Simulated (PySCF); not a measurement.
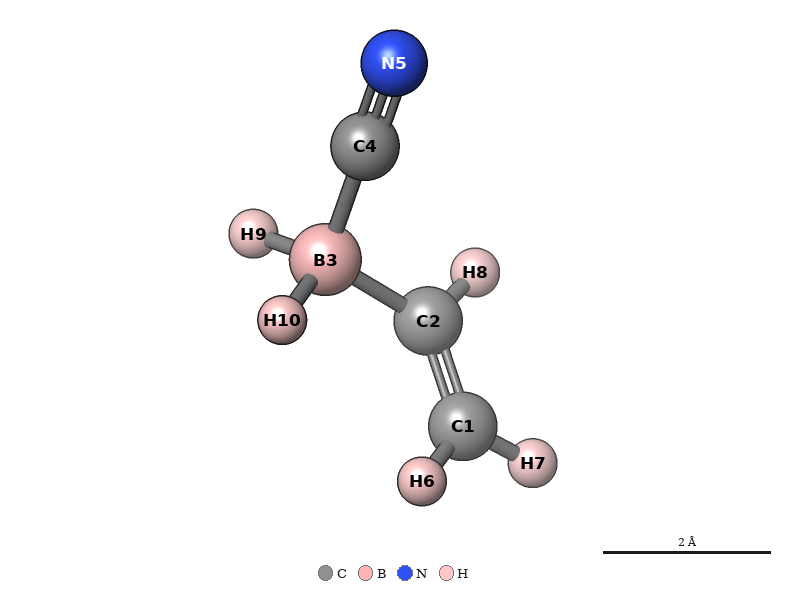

Orthographic view. Distant atoms are faded towards the background colour. Charge −1, singlet. Computed geometry: PBE0-D3(BJ)/def2-SVP optimisation. No frequency run is at hand to confirm it as a minimum.

Give the geometry as a Z-matrix, atoms in numerical order, with these reference atoms: 2 to 1; 3 to 2, 1; 4 to 3, 2, 1; 5 to 4, 2, 1; 6 to 1, 2, 3; 7 to 1, 6, 2; 8 to 2, 1, 6; 9 to 3, 4, 2; 10 to 3, 9, 4.

```
C  
C    1   1.341
B    2   1.612   1   127.4
C    3   1.595   2   110.9   1   125.9
N    4   1.166   2   145.1   1    94.1
H    1   1.098   2   120.9   3    -1.8
H    1   1.100   6   116.0   2  -179.9
H    2   1.105   1   115.2   6   179.7
H    3   1.244   4   106.6   2  -119.3
H    3   1.239   9   109.2   4   117.4
```
